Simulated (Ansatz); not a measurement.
Consider C2H7BN2Si (SMILES CB[Si]1(N)C=N1).

The calculation's input:

```
crystal:
  periodic: [false, false, false]
  atoms:
    - { symbol: C, position_ang: [-0.2395, -2.0432, 0.6463] }
    - { symbol: B, position_ang: [0.2342, -0.5525, 1.0083] }
    - { symbol: Si, position_ang: [-0.0555, 0.9281, -0.2364] }
    - { symbol: "N", position_ang: [0.7088, 0.8142, -1.8849] }
    - { symbol: C, position_ang: [-0.8549, 2.3286, 0.155] }
    - { symbol: "N", position_ang: [0.502, 2.3637, 0.483] }
    - { symbol: H, position_ang: [-1.3625, -1.9688, 0.507] }
    - { symbol: H, position_ang: [0.2272, -2.3165, -0.3164] }
    - { symbol: H, position_ang: [-0.0285, -2.6919, 1.4894] }
    - { symbol: H, position_ang: [0.8247, -0.3725, 2.0441] }
    - { symbol: H, position_ang: [1.42812, 1.45742, -1.92546] }
    - { symbol: H, position_ang: [-0.07733, 1.13912, -2.51821] }
    - { symbol: H, position_ang: [-1.858, 2.8811, 0.1597] }
basis:
  gaussian: { orbitals: def2-SVP }
hamiltonian:
  xc: b3lyp
relax:
  f_tol: 0.015
  max_steps: 40
output:
  orbitals: {}
```

Run with:

```sh
ansatz run input.yaml --threads 2 --pin off --max-ram 3072MiB --backend cpu --events-out ev --progress --plain --runs-dir out
```

The fields are those of the run's last geometry, not of the input's.

Theory: RKS B3LYP/def2-SVP in Ansatz 0.2.0.

**Predict the electron density and electron localisation function between the atoms.**

C–B (1.56 Å): ρ at the midpoint is about 1.4 e/Å³; the ELF peaks at about 1 between the atoms, as expected for a shared electron pair.
Si–N (1.73 Å): ρ is about 1.1 e/Å³ halfway; the ELF peaks at about 0.95 between the atoms, as expected for a polar covalent bond.
Si–B (1.98 Å): the density is about 0.84 e/Å³ at the midpoint; the ELF peaks at about 1 between the atoms: a shared electron pair.
N–H (1.02 Å): ρ is about 2.7 e/Å³ halfway; the ELF climbs to about 1 towards the hydrogen, as it does in any bond to H: a covalent bond by its length.

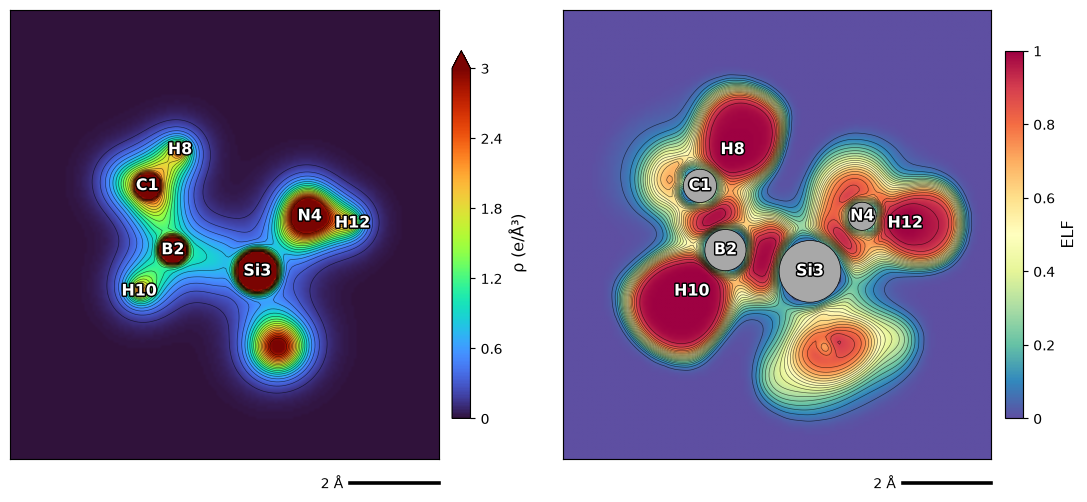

Computed electron density and electron localisation function on the plane of atoms C1, B2 and H10, in this order. Grey discs cover the atomic cores in the ELF map. 
